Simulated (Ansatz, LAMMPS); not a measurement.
# A vacancy of Si at several sites of amorphous Si (114 atoms)

Aim: make a vacancy of Si at several sites of amorphous Si (114 atoms), relax each, and compare their energies.

Calculated with Ansatz 0.2.0; Kohn-Sham DFT, PBE, PAW (set soft_2), plane waves.

## Step 1: The starting structure

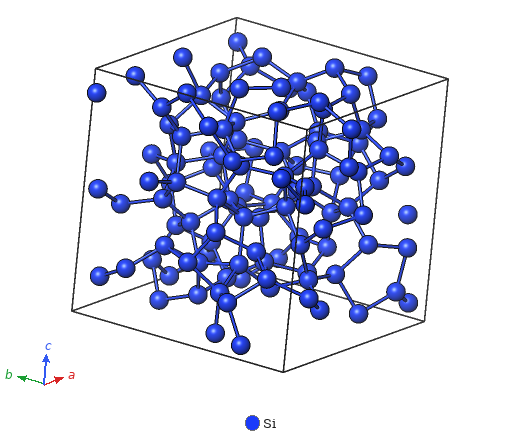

The cell as given, from a free direction (silicon blue). Bonds to atoms that aren't drawn are left out. Some periodic images of atoms are drawn too.

The cell holds 114 atoms: 114 Si. Cell: a = 13.280 Å, b = 13.280 Å, c = 13.280 Å, α = 90.0°, β = 90.0°, γ = 90.0°. 114 atoms (114 Si) placed at random at 2.27 g/cm³, melted at 3500 K for 10 ps at fixed volume with the Tersoff potential (Tersoff, Phys. Rev. B 39, 5566 (1989)). Quenched from 3500 K to 700 K at 10 K/ps and fixed volume, annealed at 1200 K for 20 ps, held 5 ps.

Limits known from the start: The quench rate of 10 K/ps is many orders above laboratory rates, so the cell is likely richer in defects and strain than a real sample. The network of bonds at the start is that of the classical potential that made the cell, and needn't be the one that DFT or experiment would give. Sampling is at Γ alone, for a cell whose shortest periodic width is 13 Å.

## Step 2: Single point at the start

A single point comes first, to see the forces before anything moves.

The input, input.yaml:

```yaml
crystal:
  lattice:
    - [13.2801, 0.0, 0.0]
    - [0.0, 13.2801, 0.0]
    - [0.0, 0.0, 13.2801]
  atoms:
    - { symbol: Si, position: [0.27314, 0.15482, 0.66758] }
    - { symbol: Si, position: [0.56904, 0.65921, 0.10428] }
    - { symbol: Si, position: [0.26028, 0.45382, 0.68212] }
    - { symbol: Si, position: [0.52784, 0.07801, 0.69717] }
    - { symbol: Si, position: [0.3305, 0.4594, 0.25982] }
    - { symbol: Si, position: [0.34997, 0.17377, 0.99618] }
    - { symbol: Si, position: [0.98108, 0.07002, 0.06302] }
    - { symbol: Si, position: [0.5887, 0.97104, 0.40979] }
    - { symbol: Si, position: [0.93771, 0.57532, 0.21523] }
    - { symbol: Si, position: [0.89259, 0.84967, 0.86079] }
    - { symbol: Si, position: [0.39401, 0.85044, 0.00092] }
    - { symbol: Si, position: [0.47498, 0.95104, 0.12493] }
    - { symbol: Si, position: [0.46519, 0.38997, 0.15303] }
    - { symbol: Si, position: [0.47673, 0.00184, 0.54706] }
    - { symbol: Si, position: [0.81268, 0.45549, 0.70795] }
    - { symbol: Si, position: [0.11874, 0.96212, 0.12848] }
    - { symbol: Si, position: [0.0918, 0.62635, 0.97329] }
    - { symbol: Si, position: [0.1253, 0.05342, 0.65119] }
    - { symbol: Si, position: [0.74402, 0.24211, 0.46434] }
    - { symbol: Si, position: [0.61401, 0.33578, 0.55224] }
    - { symbol: Si, position: [0.19305, 0.26554, 0.96673] }
    - { symbol: Si, position: [0.47424, 0.22277, 0.2262] }
    - { symbol: Si, position: [0.87815, 0.67769, 0.34103] }
    - { symbol: Si, position: [0.9856, 0.71908, 0.78155] }
    - { symbol: Si, position: [0.6998, 0.10517, 0.35331] }
    - { symbol: Si, position: [0.85396, 0.0197, 0.32872] }
    - { symbol: Si, position: [0.73917, 0.21343, 0.79082] }
    - { symbol: Si, position: [0.03571, 0.23031, 0.04609] }
    - { symbol: Si, position: [0.4859, 0.63499, 0.77058] }
    - { symbol: Si, position: [0.09221, 0.99237, 0.48674] }
    - { symbol: Si, position: [0.71328, 0.46445, 0.48065] }
    - { symbol: Si, position: [0.45706, 0.42369, 0.97154] }
    - { symbol: Si, position: [0.1757, 0.43867, 0.18055] }
    - { symbol: Si, position: [0.9972, 0.9825, 0.90449] }
    - { symbol: Si, position: [0.72462, 0.38884, 0.16044] }
    - { symbol: Si, position: [0.7585, 0.87695, 0.11205] }
    - { symbol: Si, position: [0.40582, 0.84149, 0.56694] }
    - { symbol: Si, position: [0.77048, 0.38325, 0.99567] }
    - { symbol: Si, position: [0.99289, 0.1198, 0.41205] }
    - { symbol: Si, position: [0.38089, 0.49028, 0.4373] }
    - { symbol: Si, position: [0.33872, 0.54222, 0.96193] }
    - { symbol: Si, position: [0.09918, 0.55096, 0.29413] }
    - { symbol: Si, position: [0.16831, 0.91925, 0.95446] }
    - { symbol: Si, position: [0.98677, 0.85315, 0.50319] }
    - { symbol: Si, position: [0.63342, 0.78633, 0.20701] }
    - { symbol: Si, position: [0.63013, 0.8202, 0.89506] }
    - { symbol: Si, position: [0.18412, 0.69169, 0.57081] }
    - { symbol: Si, position: [0.23893, 0.53194, 0.53322] }
    - { symbol: Si, position: [0.33245, 0.00364, 0.93145] }
    - { symbol: Si, position: [0.9596, 0.42993, 0.50144] }
    - { symbol: Si, position: [0.93155, 0.32852, 0.94204] }
    - { symbol: Si, position: [0.49419, 0.24434, 0.9198] }
    - { symbol: Si, position: [0.88404, 0.40877, 0.22782] }
    - { symbol: Si, position: [0.00689, 0.10013, 0.77159] }
    - { symbol: Si, position: [0.04042, 0.31365, 0.19993] }
    - { symbol: Si, position: [0.2289, 0.32234, 0.36674] }
    - { symbol: Si, position: [0.38997, 0.22411, 0.38792] }
    - { symbol: Si, position: [0.39473, 0.67456, 0.06729] }
    - { symbol: Si, position: [0.69672, 0.11652, 0.06599] }
    - { symbol: Si, position: [0.06696, 0.81288, 0.20975] }
    - { symbol: Si, position: [0.13715, 0.76356, 0.87136] }
    - { symbol: Si, position: [0.5929, 0.50837, 0.20222] }
    - { symbol: Si, position: [0.98264, 0.69017, 0.09021] }
    - { symbol: Si, position: [0.62215, 0.95653, 0.02574] }
    - { symbol: Si, position: [0.91055, 0.60167, 0.50875] }
    - { symbol: Si, position: [0.12099, 0.44919, 0.4381] }
    - { symbol: Si, position: [0.85566, 0.06666, 0.65261] }
    - { symbol: Si, position: [0.02871, 0.47247, 0.88854] }
    - { symbol: Si, position: [0.50806, 0.87683, 0.27807] }
    - { symbol: Si, position: [0.00914, 0.70874, 0.60592] }
    - { symbol: Si, position: [0.40137, 0.74553, 0.34714] }
    - { symbol: Si, position: [0.46757, 0.79486, 0.8427] }
    - { symbol: Si, position: [0.65209, 0.21287, 0.21324] }
    - { symbol: Si, position: [0.44713, 0.34241, 0.50334] }
    - { symbol: Si, position: [0.31354, 0.58089, 0.79034] }
    - { symbol: Si, position: [0.69672, 0.0459, 0.7337] }
    - { symbol: Si, position: [0.73243, 0.52492, 0.91056] }
    - { symbol: Si, position: [0.94669, 0.34872, 0.6579] }
    [... 30 atom lines left out ...]
    - { symbol: Si, position: [0.27217, 0.80219, 0.45618] }
    - { symbol: Si, position: [0.12616, 0.19653, 0.30889] }
    - { symbol: Si, position: [0.57686, 0.49553, 0.83164] }
    - { symbol: Si, position: [0.24478, 0.72674, 0.73771] }
    - { symbol: Si, position: [0.24462, 0.97631, 0.39673] }
    - { symbol: Si, position: [0.32462, 0.64077, 0.22202] }
kpoints:
  mp_grid: { grid: [1, 1, 1] }
hamiltonian:
  xc: pbe
scf:
  occupations: { method: gaussian, width: 0.025 }
output:
  forces: true
```

On the command line:

```bash
$ ansatz run input.yaml --threads 4 --pin off --max-ram 8192MiB --backend cpu --events-out ev --progress --plain --runs-dir out
```

Numbers of over 12 decimals in the logs are rounded to 6 here.

What it wrote:

```text
Engine: ansatz 0.2.0, x86_64-unknown-linux-gnu
Pseudopotentials: kind: paw
Pseudopotential: Si, paw, valence charge 4, recommended cutoff 420 eV (normal), Si.paw.azcp
Functional definition: PBE
  parameter kappa = 0.804
  parameter beta = 0.066725
  exchange = pbe_x(kappa = kappa, mu = beta*pi^2/3)
  correlation = pbe_c(beta = beta)
Crystal: 114 atoms, lattice volume = 2342.092 Å³
Basis set: ecut = 420 eV, 45817 PW (Γ), exchange–correlation on 180×180×180 points (8 copies of the dense FFT grid, shifted against one another)
Bands: 342, of which v1, the nominal top of the filled ones, is band 228 counted from 1 (227 counted from 0)
Symmetry: 1 space group operations
Space group: P1 (ITA 1), of the structure as read, at distance tolerance 1.3e-4 Å
k-points: 1
Non-local potential: Si, projectors of the file, l = 0: 2, l = 1: 2, l = 2: 2
PAW form: soft (Blöchl's): semilocal exchange-correlation on the pseudo side does not see the compensation charge
PAW one-centre angular grid: Si, 110 points (default); XC on 64 Gauss nodes
Initial density: superposition of atomic densities (neutral atoms: chi_scale 0, normalization atom), corrected by the library's trained network
Initial wavefunctions: pseudopotential atomic-orbital guess
Functional: x = pbe(κ = 0.804, μ = 0.219515), c = pbe(β = 0.066725)
SCF iter   1: F=—  HF=-72449.639560 eV  |F-HF|=—  |Δ(HF+E_count)|=         —  Δρ=4.15e-3  dr2=1.78e0  ethr=1.77e-3  ⟨swp⟩=6.0  Hψ=1591  notcnv=0  defer=55
preconditioner: auto → Resta (q_TF=auto, 2.077 Å⁻¹)  ε∞=5.7  [insulator: Δε(μ)=0.176 eV  Ē_g=7.556 eV  σ=0.025 eV  W_gap=1.00  n_scr=364 (ndim 8)  ℏωp=16.4 eV  f_vac=0.001  D(μ)=0.00/eV (n_scr^D=0)  ε∞_Penn≈5.7]
SCF iter   2: F=—  HF=-72449.447555 eV  |F-HF|=—  |Δ(HF+E_count)|=   1.92e-1  Δρ=2.09e-3  dr2=2.73e-1  ethr=3.91e-4  ⟨swp⟩=1.0  Hψ=394  notcnv=0  defer=85
SCF iter   3: F=—  HF=-72449.415775 eV  |F-HF|=—  |Δ(HF+E_count)|=   3.18e-2  Δρ=4.81e-4  dr2=9.81e-3  ethr=5.98e-5  ⟨swp⟩=4.0  Hψ=445  notcnv=0  defer=31
automatic band count: iteration 3 solves 264 bands in place of 342: the levels show a gap, and the empty bands left out lie too high to hold charge; the band table lists the bands solved (type scf.n_extra_bands for more)
SCF iter   4: F=—  HF=-72449.417861 eV  |F-HF|=—  |Δ(HF+E_count)|=   2.09e-3  Δρ=2.07e-4  dr2=5.43e-3  ethr=2.15e-6  ⟨swp⟩=2.0  Hψ=371  notcnv=0  defer=31
SCF iter   5: F=—  HF=-72449.417803 eV  |F-HF|=—  |Δ(HF+E_count)|=   5.84e-5  Δρ=6.51e-5  dr2=3.68e-4  ethr=1.19e-6  ⟨swp⟩=2.0  Hψ=266  notcnv=0  defer=31
SCF iter   6: F=—  HF=-72449.417965 eV  |F-HF|=—  |Δ(HF+E_count)|=   1.62e-4  Δρ=2.72e-5  dr2=5.53e-5  ethr=8.07e-8  ⟨swp⟩=3.0  Hψ=541  notcnv=0  defer=31
SCF iter   7: F=—  HF=-72449.417553 eV  |F-HF|=—  |Δ(HF+E_count)|=   4.12e-4  Δρ=8.37e-6  dr2=7.10e-6  ethr=1.21e-8  ⟨swp⟩=2.0  Hψ=408  notcnv=0  defer=31
SCF iter   8: F=—  HF=-72449.417557 eV  |F-HF|=—  |Δ(HF+E_count)|=   3.11e-6  Δρ=2.72e-6  dr2=5.72e-7  ethr=1.56e-9  ⟨swp⟩=2.0  Hψ=371  notcnv=0  defer=31
SCF iter   9: F=-72449.417557 eV  HF=-72449.417557 eV  |F-HF|=4.77e-9  |Δ(HF+E_count)|=   3.94e-7  Δρ=8.97e-7  dr2=6.89e-8  ethr=2.19e-11  ⟨swp⟩=5.0  Hψ=963  notcnv=0
SCF 1 converged in 9 iterations: F = -72449.417557 eV  dr2 = 6.89e-8
  greatest PAW one-centre occupation: 0.678 electrons in one spin orbital (limit 2), on the Si atom at site 17 (counted from 0), in its partial waves of l = 0
SCF converged after 9 iterations
Free energy (F): -72449.417557 eV
Harris-Foulkes:  -72449.417557 eV  (|F-HF|=4.77e-9)
Internal energy: -72449.414753 eV  (E = F + TS)
E sigma→0 (E₀):  -72449.416155 eV
Entropy (-TS):   -0.002804 eV (-0.025 meV/atom)
Fermi energy:    6.143901 eV
--- Per-component energies (eV) ---
  E_band       = 435.964288
  E_kinetic    = 4561.775356
  E_local      = -3799.327213  (includes V_loc(G=0)·N_el)
  E_nonlocal   = 2950.206956
  E_hartree    = 1149.280098
  E_xc         = -6275.636909
  E_vxc        = -5306.808830  (∫ρ·V_xc dr)
  E_paw        = -58442.287303  (= ΣΔE_a)
  E_vpaw       = -268.439466  (= ΣTr[D̂ρ^β])
  E_aug_tail   = 0.000723  (compensation charges beyond the density's cutoff)
  E_ewald      = -12593.426462
  E_smearing   = -0.002804  (= −TS)
  E_closure    = -0.000000  (closes the sum)
  Σ components = -72449.417557   (vs F -72449.417557, Δ=0.00e0)
--- Forces (eV/Å), atoms counted from 1 ---
  atom   1  Si    -0.62882584    -1.46290198     0.33048564
  atom   2  Si     0.22215066    -0.51246186     0.17384419
  atom   3  Si     0.32597529    -0.53596465     0.77583169
  atom   4  Si     0.13478387     0.26254029     0.01839006
  atom   5  Si     1.08291678     0.21814883     0.11669830
  atom   6  Si    -0.79797203    -0.81715876     0.42954354
  atom   7  Si     0.72163614    -1.78219510    -0.12004483
  atom   8  Si    -0.83600677     0.48985851     0.09844939
  atom   9  Si     0.45042833    -0.28497325     0.50256197
  atom  10  Si    -0.68772981    -0.16689690    -1.07001645
  atom  11  Si     0.22413089    -0.74797887     0.03538556
  atom  12  Si    -0.39311218    -0.19337217    -0.16084567
  atom  13  Si    -0.53955026     0.59707787     0.66432942
  atom  14  Si     0.37832996     0.17869514    -0.77782242
[...]
atom 113  Si    -0.27349499    -0.92335630     0.87108004
  atom 114  Si    -0.29769445     0.19939967     0.64082375
  max |Σ_I F_I| component: 3.65e-5 eV/Å
```

It took 10 s on 4 threads of Intel Xeon Platinum 8375C at 2.90GHz (Ice Lake), shared host; peak memory 2.5 GiB.

The r.m.s. force at the start is 0.61 eV/Å.

## Step 3: Relaxation

The atoms are relaxed in the fixed cell, aiming at the force tolerance of the input.

The input, input.yaml:

```yaml
crystal:
  lattice:
    - [13.2801, 0.0, 0.0]
    - [0.0, 13.2801, 0.0]
    - [0.0, 0.0, 13.2801]
  atoms:
    [... the 114 atom lines of step 2 ...]
kpoints:
  mp_grid: { grid: [1, 1, 1] }
hamiltonian:
  xc: pbe
scf:
  occupations: { method: gaussian, width: 0.025 }
output:
  forces: true
relax:
  f_tol: 0.05
  max_steps: 120
```

What it wrote:

```text
[...]
Crystal: 114 atoms, lattice volume = 2342.092 Å³
Basis set: ecut = 420 eV, 45817 PW (Γ), exchange–correlation on 180×180×180 points (8 copies of the dense FFT grid, shifted against one another)
Bands: 342, of which v1, the nominal top of the filled ones, is band 228 counted from 1 (227 counted from 0)
Symmetry: 1 space group operations
[...]
k-points: 1
[...]
SCF iter   1: F=—  HF=-72449.639555 eV  |F-HF|=—  |Δ(HF+E_count)|=         —  Δρ=4.15e-3  dr2=1.78e0  ethr=1.77e-3  ⟨swp⟩=6.0  Hψ=1591  notcnv=0  defer=55
[...]
SCF iter   7: F=-72449.417552 eV  HF=-72449.417554 eV  |F-HF|=1.20e-6  |Δ(HF+E_count)|=   2.83e-5  Δρ=8.00e-6  dr2=6.78e-6  ethr=1.22e-8  ⟨swp⟩=4.0  Hψ=834  notcnv=0
SCF 1 converged in 7 iterations: F = -72449.417552 eV  dr2 = 6.78e-6
[...]
relax step   1: F+E_penalty+E_count = -72449.41755241 eV  Δ(F+E_penalty+E_count) = +0.000e0 eV  max|allowed force component| = 1.782e0 eV/Å  Δτ_max = 0.0000 Å  (7 SCF iters, dr2 threshold 6.25e-5 eV, accepted)
[...]
relax step   2: F+E_penalty+E_count = -72454.77315249 eV  Δ(F+E_penalty+E_count) = -5.356e0 eV  max|allowed force component| = 7.811e-1 eV/Å  Δτ_max = 0.1949 Å  (6 SCF iters, dr2 threshold 1.00e-4 eV, accepted)
[...]
relax step   3: F+E_penalty+E_count = -72456.30069350 eV  Δ(F+E_penalty+E_count) = -1.528e0 eV  max|allowed force component| = 3.460e-1 eV/Å  Δτ_max = 0.1981 Å  (6 SCF iters, dr2 threshold 3.81e-5 eV, accepted)
relax step   4: F+E_penalty+E_count = -72456.76776992 eV  Δ(F+E_penalty+E_count) = -4.671e-1 eV  max|allowed force component| = 1.942e-1 eV/Å  Δτ_max = 0.2000 Å  (6 SCF iters, dr2 threshold 2.30e-5 eV, accepted)
relax step   5: F+E_penalty+E_count = -72456.85678439 eV  Δ(F+E_penalty+E_count) = -8.901e-2 eV  max|allowed force component| = 2.064e-1 eV/Å  Δτ_max = 0.1982 Å  (6 SCF iters, dr2 threshold 7.40e-6 eV, accepted)
relax step   6: F+E_penalty+E_count = -72456.90759660 eV  Δ(F+E_penalty+E_count) = -5.081e-2 eV  max|allowed force component| = 7.539e-2 eV/Å  Δτ_max = 0.0941 Å  (6 SCF iters, dr2 threshold 1.34e-5 eV, accepted)
[...]
relax step   7: F+E_penalty+E_count = -72456.91602820 eV  Δ(F+E_penalty+E_count) = -8.432e-3 eV  max|allowed force component| = 4.850e-2 eV/Å  Δτ_max = 0.0183 Å  (6 SCF iters, accepted)
SCF converged after 6 iterations
Free energy (F): -72456.916028 eV
[...]
Internal energy: -72456.916028 eV  (E = F + TS)
E sigma→0 (E₀):  -72456.916028 eV
Fermi energy:    6.129235 eV
[...]
--- Forces (eV/Å), atoms counted from 1 ---
  atom   1  Si     0.01257465     0.00464009    -0.00987470
  atom   2  Si    -0.00455854     0.00316336    -0.00023868
  atom   3  Si     0.00196823    -0.00381003    -0.00186167
  atom   4  Si    -0.00089269     0.00404288     0.00266237
  atom   5  Si    -0.01341707     0.00280830    -0.00084033
  atom   6  Si     0.00635516    -0.00224112     0.00007786
  atom   7  Si    -0.00554896     0.00389143    -0.00133460
  atom   8  Si     0.00585941    -0.00350409    -0.00338993
  atom   9  Si     0.00147577    -0.00118939     0.00320623
  atom  10  Si     0.00617597    -0.00317282     0.00268746
  atom  11  Si    -0.00142455    -0.00075380     0.00046896
  atom  12  Si    -0.00411736    -0.00532777    -0.00253772
  atom  13  Si    -0.00234911    -0.00339919    -0.00607591
  atom  14  Si     0.00459556    -0.00579523    -0.00218040
[...]
atom 113  Si     0.00206743    -0.00374210    -0.00086704
  atom 114  Si     0.00258818     0.00123453     0.00022887
  max |Σ_I F_I| component: 3.23e-5 eV/Å
--- Relaxed structure (7 steps of the walk, 7 accepted, 0 SCFs on fresh bases) ---
  F+E_penalty+E_count = -72456.91602820 eV   max|allowed force component| = 4.850e-2 eV/Å
  atoms:
    - { symbol: Si, position: [0.270900, 0.142007, 0.660599] }
    - { symbol: Si, position: [0.578601, 0.661961, 0.105827] }
    - { symbol: Si, position: [0.252646, 0.444827, 0.693869] }
    - { symbol: Si, position: [0.523859, 0.074868, 0.699551] }
[...]
- { symbol: Si, position: [0.329170, 0.663272, 0.224520] }
```

It took 57 s on 4 threads; peak memory 2.5 GiB.

The relaxation converged after 7 steps, 7.50 eV below its start, with a largest force component of 0.049 eV/Å.

## Step 4: Single point at the relaxed geometry

One more single point at the end of the walk gives the fuller output and checks the residual forces.

The input, input.yaml:

```yaml
crystal:
  lattice:
    - [13.2801, 0.0, 0.0]
    - [0.0, 13.2801, 0.0]
    - [0.0, 0.0, 13.2801]
  atoms:
    - { symbol: Si, position: [0.2709, 0.14201, 0.6606] }
    - { symbol: Si, position: [0.5786, 0.66196, 0.10583] }
    - { symbol: Si, position: [0.25265, 0.44483, 0.69387] }
    - { symbol: Si, position: [0.52386, 0.07487, 0.69955] }
    - { symbol: Si, position: [0.34779, 0.49061, 0.26339] }
    - { symbol: Si, position: [0.32752, 0.15825, 0.0029] }
    [... 102 atom lines left out ...]
    - { symbol: Si, position: [0.27763, 0.80837, 0.44868] }
    - { symbol: Si, position: [0.10902, 0.18308, 0.29932] }
    - { symbol: Si, position: [0.59012, 0.48601, 0.83119] }
    - { symbol: Si, position: [0.24645, 0.72458, 0.74249] }
    - { symbol: Si, position: [0.23754, 0.97683, 0.40244] }
    - { symbol: Si, position: [0.32917, 0.66327, 0.22452] }
kpoints:
  mp_grid: { grid: [1, 1, 1] }
hamiltonian:
  xc: pbe
scf:
  occupations: { method: gaussian, width: 0.025 }
output:
  forces: true
  stress: true
  populations: intrinsic
  dos:
    method: { smearing: { sigma: 0.1 } }
    de: 0.1
    projected: { site_lists: { Si: [Si] } }
  eigenvalues: true
  write_density: true
  write_potential: true
  volumetric_format: npy
```

What it wrote:

```text
[...]
Crystal: 114 atoms, lattice volume = 2342.092 Å³
Basis set: ecut = 420 eV, 45817 PW (Γ), exchange–correlation on 180×180×180 points (8 copies of the dense FFT grid, shifted against one another)
Bands: 342, of which v1, the nominal top of the filled ones, is band 228 counted from 1 (227 counted from 0)
Symmetry: 1 space group operations
[...]
k-points: 1
[...]
SCF iter   1: F=—  HF=-72457.099871 eV  |F-HF|=—  |Δ(HF+E_count)|=         —  Δρ=3.74e-3  dr2=1.38e0  ethr=1.77e-3  ⟨swp⟩=6.0  Hψ=1582  notcnv=0  defer=58
[...]
SCF iter   9: F=-72456.916028 eV  HF=-72456.916028 eV  |F-HF|=6.74e-9  |Δ(HF+E_count)|=   1.37e-7  Δρ=4.43e-7  dr2=1.07e-8  ethr=2.19e-11  ⟨swp⟩=19.0  Hψ=3103  notcnv=0
SCF 1 converged in 9 iterations: F = -72456.916028 eV  dr2 = 1.07e-8
[...]
SCF converged after 9 iterations
Free energy (F): -72456.916028 eV
[...]
Internal energy: -72456.916028 eV  (E = F + TS)
E sigma→0 (E₀):  -72456.916028 eV
Fermi energy:    6.129249 eV
[...]
--- Forces (eV/Å), atoms counted from 1 ---
  atom   1  Si     0.01248719     0.00446767    -0.01004205
  atom   2  Si    -0.00471305     0.00330123    -0.00061341
  atom   3  Si     0.00097932    -0.00429521    -0.00181030
  atom   4  Si    -0.00126778     0.00405724     0.00243052
  atom   5  Si    -0.01306924     0.00215107    -0.00160923
  atom   6  Si     0.00660928    -0.00209790     0.00027187
  atom   7  Si    -0.00561228     0.00446374    -0.00215961
  atom   8  Si     0.00565499    -0.00386058    -0.00481288
  atom   9  Si     0.00095565    -0.00118217     0.00286401
  atom  10  Si     0.00596419    -0.00252658     0.00214917
  atom  11  Si    -0.00129928    -0.00005960     0.00030136
  atom  12  Si    -0.00383689    -0.00508609    -0.00371612
  atom  13  Si    -0.00333258    -0.00351907    -0.00541676
  atom  14  Si     0.00412855    -0.00633461    -0.00118506
[...]
atom 113  Si     0.00211054    -0.00419521    -0.00025039
  atom 114  Si     0.00245027     0.00161567     0.00004797
  max |Σ_I F_I| component: 1.12e-5 eV/Å
--- Stress (GPa, compression-positive) ---
        1.753176       0.201812       0.668654
        0.201812      -1.763379       0.030093
        0.668654       0.030093       1.476707
  P = ⅓ Tr σ = 0.4888 GPa (4.888 kbar)
--- Band table (eV) ---
[...]
--- intrinsic populations: 114 sites ---
  site symbol       q [e]
     0     Si      4.0209
     1     Si      3.9991
     2     Si      4.0067
[...]
113     Si      4.0321
  spilling = 0.000000 (of n_electrons = 456.000000)
```

The job ended after 20 s (4 threads; peak memory 2.5 GiB; 75 s of CPU time).

Read from the output:

* free energy: -72456.9160 eV
* free energy per atom: -635.5870 eV/atom
* SCF cycles: 9
* pressure: 0.4888 GPa
* r.m.s. force component: 0.0084 eV/Å
* longest force: 0.0668 eV/Å
* Fermi energy: 6.129 eV
* gap (highest filled to lowest empty level): 0.2489 eV

(Continued in part 2 of 2.)

[Logs are printed without paths, hosts, clocks, repeated set-up lines and the standing remarks that a program may print on its own settings, such as how far it seeks lower states.]

[Hosts, paths, dates, database ids (printed as entryN), source tags and the programs' standing remarks are cut or masked in the printed files.]
